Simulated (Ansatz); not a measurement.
**BH₃+ (doublet): PBE, r2SCAN over a scan of the distance B1–H3, aug-cc-pVDZ**

Aim: run BH₃+ (doublet) with these functionals over a scan of the distance B1–H3, and hold them against the top wave-function level at the same points.

Method: aug-cc-pVDZ, all electrons in the functionals; program: Ansatz 0.2.0, Gaussian basis.

The runs, in order: PBE, r2SCAN, at 0.942 Å; 1.050 Å; 1.174 Å; 1.290 Å; 1.452 Å; 1.646 Å; 1.884 Å; 2.183 Å; 2.599 Å; 3.127 Å; 4.051 Å.

20 further runs of the same task are left out: 1 for a mislabelled method, 1 for a known fault of the program, 15 that didn't finish, 3 set aside as unsound or not needed.

## (1) The system

The geometry derives from a PBE0/def2-TZVP stationary point (not a proven minimum). One bond is set to the value named and the two fragments are kept rigid.

4 atoms, charge 1, spin multiplicity 2.

Atoms are counted from 1 here; the program's logs count them from 0.

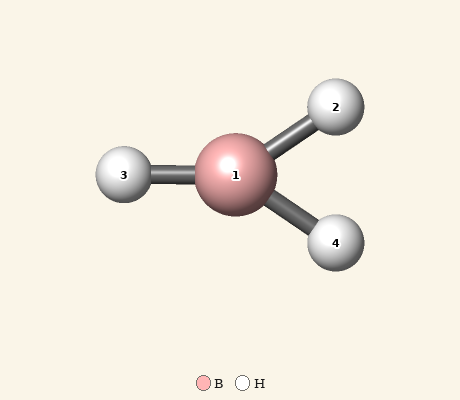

The geometry (boron pink, hydrogen white); atoms are numbered from 1 in the order of the file.

No dispersion term is added.

The geometry shown and the zero of energy belong to the point 1.174 Å. The yardstick, FCI, and other wave-function levels (R restricted, U unrestricted, valence and pair active spaces) come from earlier runs.

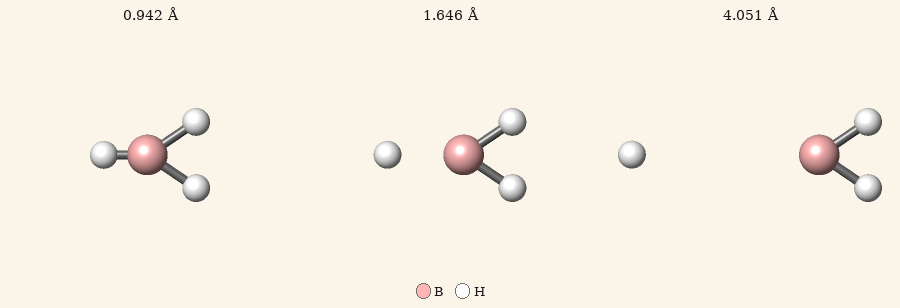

Three points of the scan; sticks are drawn by distance.

## (2) PBE, 0.942 Å

The input, in.yaml:

```yaml
crystal:
  periodic: [false, false, false]
  atoms:
    - {symbol: B, position_ang: [0.000000, 0.000000, 0.085058]}
    - {symbol: H, position_ang: [0.000000, 0.717784, -0.969688]}
    - {symbol: H, position_ang: [0.000000, 0.000000, 1.027058]}
    - {symbol: H, position_ang: [0.000000, -0.717784, -0.969688]}
basis:
  gaussian: {orbitals: aug-cc-pVDZ}
total_charge: 1
magnetization: {spin_polarized: true, initial_magnetization: 1}
hamiltonian: {xc: {name: PBE}}
output: {orbitals: {seedname: orbitals}}
```

Started as:

```sh
$ ansatz run in.yaml --threads 1 --pin off --events-out ev --progress --plain --max-ram 2393MiB
```

Log:

```text
Functional definition: PBE
  name "PBE"
  cite "Perdew, Burke & Ernzerhof, Phys. Rev. Lett. 77, 3865 (1996) doi:10.1103/PhysRevLett.77.3865"
  parent pbe
  parameter kappa = 0.804
  parameter beta = 0.06672455060314922
  exchange = pbe_x(kappa = kappa, mu = beta*pi^2/3)
  correlation = pbe_c(beta = beta)
399 factors; their error is unknown
mean field evaluation 1: about -707.3513 eV, gradient 1.6e1 eV
mean field evaluation 2: about -708.4625 eV, gradient 1.0e1 eV
mean field evaluation 4: about -709.2846 eV, gradient 9.3e-2 eV
mean field evaluation 8: about -709.2693 eV, gradient 9.5e-4 eV
mean field -709.26934511 eV, -26.0651676727 hartree, gradient 4.6e-5 eV, S^2 0.752511; 0 other end points of the search recorded, 0 dependent functions left out
reference -709.26939503 eV, -26.0651695073 hartree; 4, 3 occupied and 46, 47 virtual orbitals, 399 factors
Total energy: -709.26939503 eV, -26.0651695073 hartree
```

Run time: 0.6 s. Hardware: 1 thread of Arm Neoverse V2, shared host.

From the report: ⟨S²⟩ of the determinant 0.753 (pure doublet: 0.75).

## (3) PBE, 1.050 Å

The input, in.yaml:

```yaml
crystal:
  periodic: [false, false, false]
  atoms:
    - {symbol: B, position_ang: [0.000000, 0.000000, 0.077190]}
    - {symbol: H, position_ang: [0.000000, 0.717784, -0.977556]}
    - {symbol: H, position_ang: [0.000000, 0.000000, 1.127190]}
    - {symbol: H, position_ang: [0.000000, -0.717784, -0.977556]}
basis:
  gaussian: {orbitals: aug-cc-pVDZ}
total_charge: 1
magnetization: {spin_polarized: true, initial_magnetization: 1}
hamiltonian: {xc: {name: PBE}}
output: {orbitals: {seedname: orbitals}}
```

Launched as before.

Log:

```text
Functional definition: PBE
  name "PBE"
  cite "Perdew, Burke & Ernzerhof, Phys. Rev. Lett. 77, 3865 (1996) doi:10.1103/PhysRevLett.77.3865"
  parent pbe
  parameter kappa = 0.804
  parameter beta = 0.06672455060314922
  exchange = pbe_x(kappa = kappa, mu = beta*pi^2/3)
  correlation = pbe_c(beta = beta)
399 factors; their error is unknown
mean field evaluation 1: about -708.5528 eV, gradient 1.4e1 eV
mean field evaluation 2: about -709.5210 eV, gradient 9.3e0 eV
mean field evaluation 4: about -710.1951 eV, gradient 8.2e-2 eV
mean field evaluation 8: about -710.1794 eV, gradient 9.5e-4 eV
mean field -710.17939923 eV, -26.0986115449 hartree, gradient 7.7e-6 eV, S^2 0.752694; 0 other end points of the search recorded, 0 dependent functions left out
reference -710.17943776 eV, -26.0986129606 hartree; 4, 3 occupied and 46, 47 virtual orbitals, 399 factors
Total energy: -710.17943776 eV, -26.0986129606 hartree
```

It took 0.54 s on 1 thread of Arm Neoverse V2, shared host.

From the report: ⟨S²⟩ of the determinant 0.753 (pure doublet: 0.75).

## (4) PBE, 1.174 Å

The input, in.yaml:

```yaml
crystal:
  periodic: [false, false, false]
  atoms:
    - {symbol: B, position_ang: [0.000000, 0.000000, 0.068140]}
    - {symbol: H, position_ang: [0.000000, 0.717784, -0.986606]}
    - {symbol: H, position_ang: [0.000000, 0.000000, 1.242354]}
    - {symbol: H, position_ang: [0.000000, -0.717784, -0.986606]}
basis:
  gaussian: {orbitals: aug-cc-pVDZ}
total_charge: 1
magnetization: {spin_polarized: true, initial_magnetization: 1}
hamiltonian: {xc: {name: PBE}}
output: {orbitals: {seedname: orbitals}}
```

The command is unchanged.

Log:

```text
Functional definition: PBE
  name "PBE"
  cite "Perdew, Burke & Ernzerhof, Phys. Rev. Lett. 77, 3865 (1996) doi:10.1103/PhysRevLett.77.3865"
  parent pbe
  parameter kappa = 0.804
  parameter beta = 0.06672455060314922
  exchange = pbe_x(kappa = kappa, mu = beta*pi^2/3)
  correlation = pbe_c(beta = beta)
399 factors; their error is unknown
mean field evaluation 1: about -709.0983 eV, gradient 1.3e1 eV
mean field evaluation 2: about -709.9317 eV, gradient 8.7e0 eV
mean field evaluation 4: about -710.5131 eV, gradient 7.3e-2 eV
mean field evaluation 8: about -710.4963 eV, gradient 1.3e-3 eV
mean field -710.49626767 eV, -26.1102562451 hartree, gradient 1.6e-5 eV, S^2 0.752974; 0 other end points of the search recorded, 0 dependent functions left out
reference -710.49629827 eV, -26.1102573698 hartree; 4, 3 occupied and 46, 47 virtual orbitals, 399 factors
Total energy: -710.49629827 eV, -26.1102573698 hartree
```

Run time: 0.54 s. Hardware: 1 thread of Arm Neoverse V2, shared host.

From the report: ⟨S²⟩ of the determinant 0.753 (pure doublet: 0.75).

## (5) PBE, 1.290 Å

The input, in.yaml:

```yaml
crystal:
  periodic: [false, false, false]
  atoms:
    - {symbol: B, position_ang: [0.000000, 0.000000, 0.059704]}
    - {symbol: H, position_ang: [0.000000, 0.717784, -0.995042]}
    - {symbol: H, position_ang: [0.000000, 0.000000, 1.349704]}
    - {symbol: H, position_ang: [0.000000, -0.717784, -0.995042]}
basis:
  gaussian: {orbitals: aug-cc-pVDZ}
total_charge: 1
magnetization: {spin_polarized: true, initial_magnetization: 1}
hamiltonian: {xc: {name: PBE}}
output: {orbitals: {seedname: orbitals}}
```

The command is unchanged.

Log:

```text
Functional definition: PBE
  name "PBE"
  cite "Perdew, Burke & Ernzerhof, Phys. Rev. Lett. 77, 3865 (1996) doi:10.1103/PhysRevLett.77.3865"
  parent pbe
  parameter kappa = 0.804
  parameter beta = 0.06672455060314922
  exchange = pbe_x(kappa = kappa, mu = beta*pi^2/3)
  correlation = pbe_c(beta = beta)
399 factors; their error is unknown
mean field evaluation 1: about -709.1181 eV, gradient 1.3e1 eV
mean field evaluation 2: about -709.8380 eV, gradient 8.6e0 eV
mean field evaluation 4: about -710.4077 eV, gradient 8.3e-2 eV
mean field evaluation 8: about -710.3899 eV, gradient 1.7e-3 eV
mean field -710.38993482 eV, -26.1063485849 hartree, gradient 3.0e-5 eV, S^2 0.753335; 0 other end points of the search recorded, 0 dependent functions left out
reference -710.38996173 eV, -26.1063495740 hartree; 4, 3 occupied and 46, 47 virtual orbitals, 399 factors
Total energy: -710.38996173 eV, -26.1063495740 hartree
```

Wall time 0.54 s (1 thread of Arm Neoverse V2, shared host).

From the report: ⟨S²⟩ of the determinant 0.753 (pure doublet: 0.75).

From 1.174 Å: +0.106 eV.

## (6) PBE, 1.452 Å

The input, in.yaml:

```yaml
crystal:
  periodic: [false, false, false]
  atoms:
    - {symbol: B, position_ang: [0.000000, 0.000000, 0.047902]}
    - {symbol: H, position_ang: [0.000000, 0.717784, -1.006844]}
    - {symbol: H, position_ang: [0.000000, 0.000000, 1.499902]}
    - {symbol: H, position_ang: [0.000000, -0.717784, -1.006844]}
basis:
  gaussian: {orbitals: aug-cc-pVDZ}
total_charge: 1
magnetization: {spin_polarized: true, initial_magnetization: 1}
hamiltonian: {xc: {name: PBE}}
output: {orbitals: {seedname: orbitals}}
```

Same command.

Log:

```text
Functional definition: PBE
  name "PBE"
  cite "Perdew, Burke & Ernzerhof, Phys. Rev. Lett. 77, 3865 (1996) doi:10.1103/PhysRevLett.77.3865"
  parent pbe
  parameter kappa = 0.804
  parameter beta = 0.06672455060314922
  exchange = pbe_x(kappa = kappa, mu = beta*pi^2/3)
  correlation = pbe_c(beta = beta)
399 factors; their error is unknown
mean field evaluation 1: about -708.6847 eV, gradient 1.2e1 eV
mean field evaluation 2: about -709.2000 eV, gradient 9.5e0 eV
mean field evaluation 4: about -709.9305 eV, gradient 1.6e-1 eV
mean field evaluation 8: about -709.9086 eV, gradient 1.8e-2 eV
mean field -709.90859895 eV, -26.0886598182 hartree, gradient 3.0e-5 eV, S^2 0.754130; 0 other end points of the search recorded, 0 dependent functions left out
reference -709.90862517 eV, -26.0886607817 hartree; 4, 3 occupied and 46, 47 virtual orbitals, 399 factors
Total energy: -709.90862517 eV, -26.0886607817 hartree
```

It took 0.6 s on 1 thread of Arm Neoverse V2, shared host.

From the report: ⟨S²⟩ of the determinant 0.754 (pure doublet: 0.75).

From 1.174 Å: +0.588 eV.

## (7) PBE, 1.646 Å

The input, in.yaml:

```yaml
crystal:
  periodic: [false, false, false]
  atoms:
    - {symbol: B, position_ang: [0.000000, 0.000000, 0.033768]}
    - {symbol: H, position_ang: [0.000000, 0.717784, -1.020978]}
    - {symbol: H, position_ang: [0.000000, 0.000000, 1.679768]}
    - {symbol: H, position_ang: [0.000000, -0.717784, -1.020978]}
basis:
  gaussian: {orbitals: aug-cc-pVDZ}
total_charge: 1
magnetization: {spin_polarized: true, initial_magnetization: 1}
hamiltonian: {xc: {name: PBE}}
output: {orbitals: {seedname: orbitals}}
```

Same command.

Log:

```text
Functional definition: PBE
  name "PBE"
  cite "Perdew, Burke & Ernzerhof, Phys. Rev. Lett. 77, 3865 (1996) doi:10.1103/PhysRevLett.77.3865"
  parent pbe
  parameter kappa = 0.804
  parameter beta = 0.06672455060314922
  exchange = pbe_x(kappa = kappa, mu = beta*pi^2/3)
  correlation = pbe_c(beta = beta)
399 factors; their error is unknown
mean field evaluation 1: about -707.7308 eV, gradient 1.3e1 eV
mean field evaluation 2: about -707.6337 eV, gradient 1.3e1 eV
mean field evaluation 4: about -709.1563 eV, gradient 3.0e-1 eV
mean field evaluation 8: about -709.1270 eV, gradient 1.5e-2 eV
mean field -709.12705406 eV, -26.0599385732 hartree, gradient 1.5e-5 eV, S^2 0.756121; 0 other end points of the search recorded, 0 dependent functions left out
reference -709.12708198 eV, -26.0599395993 hartree; 4, 3 occupied and 46, 47 virtual orbitals, 399 factors
Total energy: -709.12708198 eV, -26.0599395993 hartree
```

It took 0.57 s on 1 thread of Arm Neoverse V2, shared host.

From the report: ⟨S²⟩ of the determinant 0.756 (pure doublet: 0.75).

From 1.174 Å: +1.369 eV.

## (8) PBE, 1.884 Å

The input, in.yaml:

```yaml
crystal:
  periodic: [false, false, false]
  atoms:
    - {symbol: B, position_ang: [0.000000, 0.000000, 0.016428]}
    - {symbol: H, position_ang: [0.000000, 0.717784, -1.038318]}
    - {symbol: H, position_ang: [0.000000, 0.000000, 1.900428]}
    - {symbol: H, position_ang: [0.000000, -0.717784, -1.038318]}
basis:
  gaussian: {orbitals: aug-cc-pVDZ}
total_charge: 1
magnetization: {spin_polarized: true, initial_magnetization: 1}
hamiltonian: {xc: {name: PBE}}
output: {orbitals: {seedname: orbitals}}
```

Launched as before.

Log:

```text
Functional definition: PBE
  name "PBE"
  cite "Perdew, Burke & Ernzerhof, Phys. Rev. Lett. 77, 3865 (1996) doi:10.1103/PhysRevLett.77.3865"
  parent pbe
  parameter kappa = 0.804
  parameter beta = 0.06672455060314922
  exchange = pbe_x(kappa = kappa, mu = beta*pi^2/3)
  correlation = pbe_c(beta = beta)
399 factors; their error is unknown
mean field evaluation 1: about -702.4997 eV, gradient 1.9e1 eV
mean field evaluation 2: about -691.3685 eV, gradient 2.9e1 eV
mean field evaluation 4: about -706.9066 eV, gradient 1.0e1 eV
mean field evaluation 8: about -708.1635 eV, gradient 4.8e-1 eV
mean field evaluation 16: about -708.1401 eV, gradient 6.1e-3 eV
mean field evaluation 32: about -706.2604 eV, gradient 3.1e0 eV
mean field -708.14005762 eV, -26.0236671231 hartree, gradient 5.8e-5 eV, S^2 0.764851; 3 other end points of the search recorded, 0 dependent functions left out
reference -708.14008854 eV, -26.0236682592 hartree; 4, 3 occupied and 46, 47 virtual orbitals, 399 factors
Total energy: -708.14008854 eV, -26.0236682592 hartree
```

It took 1.5 s on 1 thread of Arm Neoverse V2, shared host.

From the report: ⟨S²⟩ of the determinant 0.765 (pure doublet: 0.75).

From 1.174 Å: +2.356 eV.

## (9) PBE, 2.183 Å

The input, in.yaml:

```yaml
crystal:
  periodic: [false, false, false]
  atoms:
    - {symbol: B, position_ang: [0.000000, 0.000000, -0.005355]}
    - {symbol: H, position_ang: [0.000000, 0.717784, -1.060101]}
    - {symbol: H, position_ang: [0.000000, 0.000000, 2.177645]}
    - {symbol: H, position_ang: [0.000000, -0.717784, -1.060101]}
basis:
  gaussian: {orbitals: aug-cc-pVDZ}
total_charge: 1
magnetization: {spin_polarized: true, initial_magnetization: 1}
hamiltonian: {xc: {name: PBE}}
output: {orbitals: {seedname: orbitals}}
```

Launched as before.

Log:

```text
Functional definition: PBE
  name "PBE"
  cite "Perdew, Burke & Ernzerhof, Phys. Rev. Lett. 77, 3865 (1996) doi:10.1103/PhysRevLett.77.3865"
  parent pbe
  parameter kappa = 0.804
  parameter beta = 0.06672455060314922
  exchange = pbe_x(kappa = kappa, mu = beta*pi^2/3)
  correlation = pbe_c(beta = beta)
399 factors; their error is unknown
mean field evaluation 1: about -701.1543 eV, gradient 1.9e1 eV
mean field evaluation 2: about -687.7760 eV, gradient 3.1e1 eV
mean field evaluation 4: about -705.2691 eV, gradient 1.2e1 eV
mean field evaluation 8: about -707.0305 eV, gradient 6.3e-1 eV
mean field evaluation 16: about -707.0917 eV, gradient 1.6e-3 eV
mean field evaluation 32: about -706.1299 eV, gradient 7.8e-6 eV
mean field -707.09172803 eV, -25.9851417212 hartree, gradient 2.0e-5 eV, S^2 0.904173; 6 other end points of the search recorded, 0 dependent functions left out
reference -707.09176289 eV, -25.9851430022 hartree; 4, 3 occupied and 46, 47 virtual orbitals, 399 factors
Total energy: -707.09176289 eV, -25.9851430022 hartree
```

Run time: 2 s. Hardware: 1 thread of Arm Neoverse V2, shared host.

From the report: ⟨S²⟩ of the determinant 0.904 (pure doublet: 0.75).

From 1.174 Å: +3.405 eV.

## (10) PBE, 2.599 Å

The input, in.yaml:

```yaml
crystal:
  periodic: [false, false, false]
  atoms:
    - {symbol: B, position_ang: [0.000000, 0.000000, -0.035663]}
    - {symbol: H, position_ang: [0.000000, 0.717784, -1.090409]}
    - {symbol: H, position_ang: [0.000000, 0.000000, 2.563337]}
    - {symbol: H, position_ang: [0.000000, -0.717784, -1.090409]}
basis:
  gaussian: {orbitals: aug-cc-pVDZ}
total_charge: 1
magnetization: {spin_polarized: true, initial_magnetization: 1}
hamiltonian: {xc: {name: PBE}}
output: {orbitals: {seedname: orbitals}}
```

Same command.

Log (excerpt; [...] marks lines left out):

```text
Functional definition: PBE
  name "PBE"
  cite "Perdew, Burke & Ernzerhof, Phys. Rev. Lett. 77, 3865 (1996) doi:10.1103/PhysRevLett.77.3865"
  parent pbe
[...]
399 factors; their error is unknown
[...]
mean field -706.31842320 eV, -25.9567232927 hartree, gradient 8.6e-6 eV, S^2 1.341316; 11 other end points of the search recorded, 0 dependent functions left out
reference -706.31846270 eV, -25.9567247444 hartree; 4, 3 occupied and 46, 47 virtual orbitals, 399 factors
Total energy: -706.31846270 eV, -25.9567247444 hartree
```

Run time: 6 s. Hardware: 1 thread of Arm Neoverse V2, shared host.

From the report: ⟨S²⟩ of the determinant 1.341 (pure doublet: 0.75). The determinant is far from a pure spin state, so its energy mixes those of several spin states (harmless only where they are near-degenerate, as at dissociation).

From 1.174 Å: +4.178 eV.

## (11) PBE, 3.127 Å

The input, in.yaml:

```yaml
crystal:
  periodic: [false, false, false]
  atoms:
    - {symbol: B, position_ang: [0.000000, 0.000000, -0.074131]}
    - {symbol: H, position_ang: [0.000000, 0.717784, -1.128877]}
    - {symbol: H, position_ang: [0.000000, 0.000000, 3.052869]}
    - {symbol: H, position_ang: [0.000000, -0.717784, -1.128877]}
basis:
  gaussian: {orbitals: aug-cc-pVDZ}
total_charge: 1
magnetization: {spin_polarized: true, initial_magnetization: 1}
hamiltonian: {xc: {name: PBE}}
output: {orbitals: {seedname: orbitals}}
```

The command is unchanged.

Log (excerpt; [...] marks lines left out):

```text
Functional definition: PBE
  name "PBE"
  cite "Perdew, Burke & Ernzerhof, Phys. Rev. Lett. 77, 3865 (1996) doi:10.1103/PhysRevLett.77.3865"
  parent pbe
[...]
399 factors; their error is unknown
[...]
mean field -706.06983212 eV, -25.9475877391 hartree, gradient 5.0e-6 eV, S^2 1.478779; 17 other end points of the search recorded, 0 dependent functions left out
reference -706.06987420 eV, -25.9475892856 hartree; 4, 3 occupied and 46, 47 virtual orbitals, 399 factors
Total energy: -706.06987420 eV, -25.9475892856 hartree
```

Run time: 7.5 s. Hardware: 1 thread of Arm Neoverse V2, shared host.

From the report: ⟨S²⟩ of the determinant 1.479 (pure doublet: 0.75). The determinant is far from a pure spin state, so its energy mixes those of several spin states (harmless only where they are near-degenerate, as at dissociation).

From 1.174 Å: +4.426 eV.

## (12) PBE, 4.051 Å

The input, in.yaml:

```yaml
crystal:
  periodic: [false, false, false]
  atoms:
    - {symbol: B, position_ang: [0.000000, 0.000000, -0.141449]}
    - {symbol: H, position_ang: [0.000000, 0.717784, -1.196195]}
    - {symbol: H, position_ang: [0.000000, 0.000000, 3.909551]}
    - {symbol: H, position_ang: [0.000000, -0.717784, -1.196195]}
basis:
  gaussian: {orbitals: aug-cc-pVDZ}
total_charge: 1
magnetization: {spin_polarized: true, initial_magnetization: 1}
hamiltonian: {xc: {name: PBE}}
output: {orbitals: {seedname: orbitals}}
```

The command is unchanged.

Log (excerpt; [...] marks lines left out):

```text
Functional definition: PBE
  name "PBE"
  cite "Perdew, Burke & Ernzerhof, Phys. Rev. Lett. 77, 3865 (1996) doi:10.1103/PhysRevLett.77.3865"
  parent pbe
[...]
399 factors; their error is unknown
[...]
mean field -706.12743939 eV, -25.9497047674 hartree, gradient 1.0e-5 eV, S^2 1.488871; 19 other end points of the search recorded, 0 dependent functions left out
reference -706.12748747 eV, -25.9497065342 hartree; 4, 3 occupied and 46, 47 virtual orbitals, 399 factors
Total energy: -706.12748747 eV, -25.9497065342 hartree
```

Run time: 8.5 s. Hardware: 1 thread of Arm Neoverse V2, shared host.

From the report: ⟨S²⟩ of the determinant 1.489 (pure doublet: 0.75). The determinant is far from a pure spin state, so its energy mixes those of several spin states (harmless only where they are near-degenerate, as at dissociation).

From 1.174 Å: +4.369 eV.

## (13) r2SCAN, 0.942 Å

The input, in.yaml:

```yaml
crystal:
  periodic: [false, false, false]
  atoms:
    - {symbol: B, position_ang: [0.000000, 0.000000, 0.085058]}
    - {symbol: H, position_ang: [0.000000, 0.717784, -0.969688]}
    - {symbol: H, position_ang: [0.000000, 0.000000, 1.027058]}
    - {symbol: H, position_ang: [0.000000, -0.717784, -0.969688]}
basis:
  gaussian: {orbitals: aug-cc-pVDZ}
total_charge: 1
magnetization: {spin_polarized: true, initial_magnetization: 1}
hamiltonian: {xc: {name: r2SCAN}}
```

Launched as before.

Log:

```text
Functional definition: r2SCAN
  name "r2SCAN"
  cite "Furness, Kaplan, Ning, Perdew & Sun, J. Phys. Chem. Lett. 11, 8208 (2020) doi:10.1021/acs.jpclett.0c02405"
  cite "Furness, Kaplan, Ning, Perdew & Sun, J. Phys. Chem. Lett. 11, 9248 (2020) doi:10.1021/acs.jpclett.0c03077"
  parent r2scan
  parameter k0 = 0.174
  parameter k1 = 0.065
  parameter a1 = 4.9479
  exchange = r2scan_x(k0 = k0, k1 = k1, a1 = a1)
  correlation = r2scan_c
399 factors; their error is unknown
mean field evaluation 1: about -708.8222 eV, gradient 1.4e1 eV
mean field evaluation 2: about -709.8346 eV, gradient 7.1e0 eV
mean field evaluation 4: about -710.2194 eV, gradient 9.8e-2 eV
mean field evaluation 8: about -710.2033 eV, gradient 1.4e-3 eV
mean field -710.20332092 eV, -26.0994906508 hartree, gradient 1.7e-5 eV, S^2 0.755186; 0 other end points of the search recorded, 0 dependent functions left out
reference -710.20333922 eV, -26.0994913234 hartree; 4, 3 occupied and 46, 47 virtual orbitals, 399 factors
Total energy: -710.20333922 eV, -26.0994913234 hartree
```

Run time: 1.2 s. Hardware: 1 thread of Arm Neoverse V2, shared host.

From the report: ⟨S²⟩ of the determinant 0.755 (pure doublet: 0.75).

## (14) r2SCAN, 1.050 Å

The input, in.yaml:

```yaml
crystal:
  periodic: [false, false, false]
  atoms:
    - {symbol: B, position_ang: [0.000000, 0.000000, 0.077190]}
    - {symbol: H, position_ang: [0.000000, 0.717784, -0.977556]}
    - {symbol: H, position_ang: [0.000000, 0.000000, 1.127190]}
    - {symbol: H, position_ang: [0.000000, -0.717784, -0.977556]}
basis:
  gaussian: {orbitals: aug-cc-pVDZ}
total_charge: 1
magnetization: {spin_polarized: true, initial_magnetization: 1}
hamiltonian: {xc: {name: r2SCAN}}
```

Launched as before.

Log:

```text
Functional definition: r2SCAN
  name "r2SCAN"
  cite "Furness, Kaplan, Ning, Perdew & Sun, J. Phys. Chem. Lett. 11, 8208 (2020) doi:10.1021/acs.jpclett.0c02405"
  cite "Furness, Kaplan, Ning, Perdew & Sun, J. Phys. Chem. Lett. 11, 9248 (2020) doi:10.1021/acs.jpclett.0c03077"
  parent r2scan
  parameter k0 = 0.174
  parameter k1 = 0.065
  parameter a1 = 4.9479
  exchange = r2scan_x(k0 = k0, k1 = k1, a1 = a1)
  correlation = r2scan_c
399 factors; their error is unknown
mean field evaluation 1: about -709.9452 eV, gradient 1.2e1 eV
mean field evaluation 2: about -710.8022 eV, gradient 6.4e0 eV
mean field evaluation 4: about -711.1125 eV, gradient 9.4e-2 eV
mean field evaluation 8: about -711.0962 eV, gradient 1.5e-3 eV
mean field -711.09621615 eV, -26.1323039454 hartree, gradient 1.8e-5 eV, S^2 0.755535; 0 other end points of the search recorded, 0 dependent functions left out
reference -711.09622889 eV, -26.1323044135 hartree; 4, 3 occupied and 46, 47 virtual orbitals, 399 factors
Total energy: -711.09622889 eV, -26.1323044135 hartree
```

Run time: 1.2 s. Hardware: 1 thread of Arm Neoverse V2, shared host.

From the report: ⟨S²⟩ of the determinant 0.756 (pure doublet: 0.75).

(Part 1 of 2 ends here.)
